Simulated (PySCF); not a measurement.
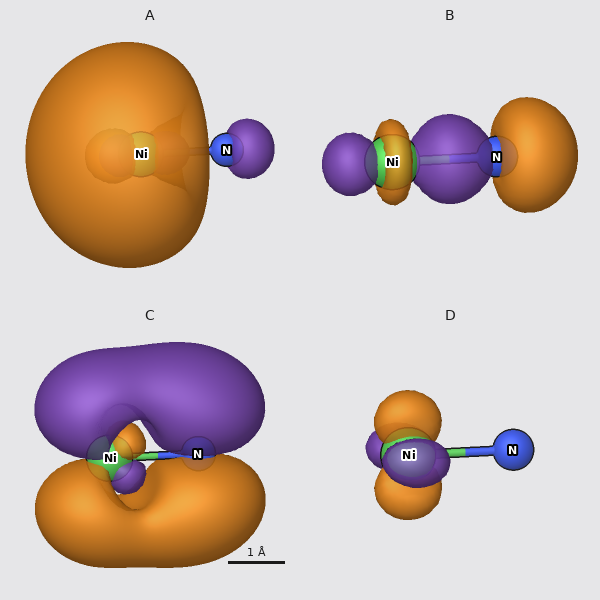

The picture shows: NiN (quartet). Four frontier β-spin orbitals, each drawn at the value that holds 80 % of its norm (orange and purple are the two phases), in no order; of a degenerate pair one member is drawn.

Level of theory: PBE0/def2-TZVPPD, non-relativistic Hamiltonian with scalar-relativistic core potentials where named, at a bond length of 1.660 Å (PySCF 2.14.0).

Question: Name the orbitals and rank them from lowest to highest energy.

Answer: Orbital B: σ, occupied in this spin, −7.60 eV; shared between the atoms (Ni 35 %, N 65 %).
Orbital D: δ, occupied in this spin, −6.95 eV; almost wholly on Ni.
Orbital A: σ, empty in this spin, −2.84 eV; mainly on Ni (90 %).
Orbital C: π, empty in this spin, −1.73 eV; bonding, with no node between the atoms.
